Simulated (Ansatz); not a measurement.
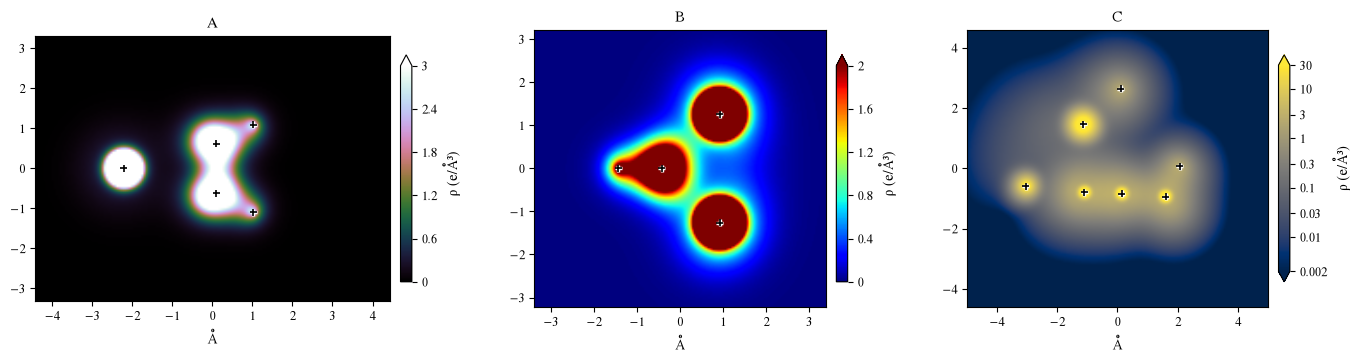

The electron density of 3 systems, each on a plane through atoms (crosses mark nuclei in the plane).

Method: isolated molecule in a Gaussian basis; Kohn-Sham density functional theory, functional PBE0 (Ansatz 0.2.0).

System 1: C3H4LiMg (doublet), the plane of atoms C2, Mg5 and H9. Geometry: B3LYP-D3(BJ)/def2-SVP.

```xyz
9

C    -1.4654    1.6112    0.9814
C    -1.1280    0.4174    0.9473
C    -0.7576   -0.9963    0.9406
Li   -1.9080    3.5153    0.9255
Mg   -0.1205    2.1711   -0.7503
H    -0.2996   -1.2908    1.8991
H    -1.6397   -1.6364    0.7746
H    -0.0303   -1.2095    0.1395
H     0.9526    1.2402   -1.7198
```

System 2: Ge2HN (SMILES [NH]1[Ge]#[Ge]1), the molecular plane. Geometry: PBE0-D4/def2-TZVP.

```xyz
4

Ge   -0.0729   -1.3852    0.0140
Ge    0.6236    0.7856   -1.0642
N    -0.8406    0.2880   -0.0626
H    -1.6804    0.7305    0.2856
```

System 3: AlH2N2 (charge +1), the molecular plane. Geometry: B3LYP/6-31G*.

```json
{"atom": "Al", "x (Å)": "1.9106", "y (Å)": "1.3394", "z (Å)": "-1.4108"}
{"atom": "N", "x (Å)": "0.3354", "y (Å)": "-0.4510", "z (Å)": "-1.2178"}
{"atom": "N", "x (Å)": "0.6360", "y (Å)": "-0.1635", "z (Å)": "-0.0532"}
{"atom": "H", "x (Å)": "-0.3492", "y (Å)": "-1.2191", "z (Å)": "-1.3548"}
{"atom": "H", "x (Å)": "0.1818", "y (Å)": "-0.7113", "z (Å)": "0.7024"}
```

**Match each panel to its system.**

Panel A is system 3, AlH2N2: the plane holds Al, N and H. N–N (1.24 Å): ρ is about 3.3 e/Å³ halfway. Panel B is system 2, Ge2HN: the plane holds Ge, N and H. Ge–N (1.84 Å): ρ at the midpoint is about 0.9 e/Å³. Panel C is system 1, C3H4LiMg: the plane holds C, Li, Mg and H. C–C (1.24 Å): ρ is about 2.7 e/Å³ halfway.
